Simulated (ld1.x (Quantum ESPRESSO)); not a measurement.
Input of ld1.x (Quantum ESPRESSO) 7.5:

```
 &input
   title='V', zed=23., rel=1, dft='PBE', iswitch=3,
   config='[Ar] 3d3 4s1.5 4p0.5 4f-2',
   nld=4, rlderiv=2.65, eminld=-7.0, emaxld=5.0, deld=0.02
 /
 &inputp
   pseudotype=2, tm=.true., lloc=-1, rcloc=1.80,
   nlcc=.false.,
   file_pseudopw='V.UPF', file_wfcaegen='ae.wfc', file_wfcncgen='nc.wfc', file_beta='beta', file_chi='chi'
 /
4
3S  1  0   2.00   0.00  1.45  1.45  0.0
3P  2  1   6.00   0.00  1.25  1.25  0.0
3D  3  2   3.00   0.00  2.35  2.35  0.0
4F  4  3  -2.00   0.40  2.45  2.45  0.0
 &test
   configts(1)='3s2 3p6 3d3 4s1.5 4p0.5'
 /
```

Command:
```bash
ld1.x < V.in > V.out
```

Functional and relativity: PBE, scalar-relativistic.

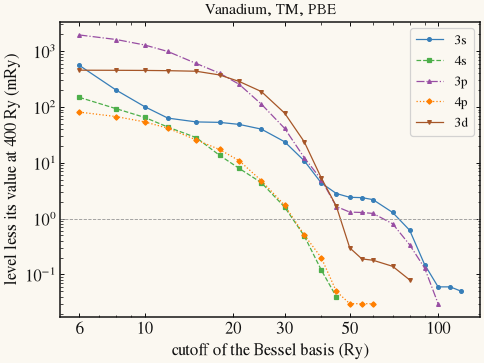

The pseudo-atom Hamiltonian at the reference potential is diagonalised in spherical Bessel functions (20 bohr box) up to the cutoff. Curves: distance of each valence level from its value at 400 Ry.

> What cutoffs are needed for 10 mRy and 1 mRy in the sum of levels?

70 Ry and 100 Ry, on the ladder of cutoffs that was run.

> At which cutoff does each level come within 1 mRy for good?

3s: 80 Ry; 4s: 35 Ry; 3p: 70 Ry; 4p: 35 Ry; 3d: 50 Ry.

The potential isn't sound: the pseudo-atom misses its own reference levels by up to 1.09 eV.
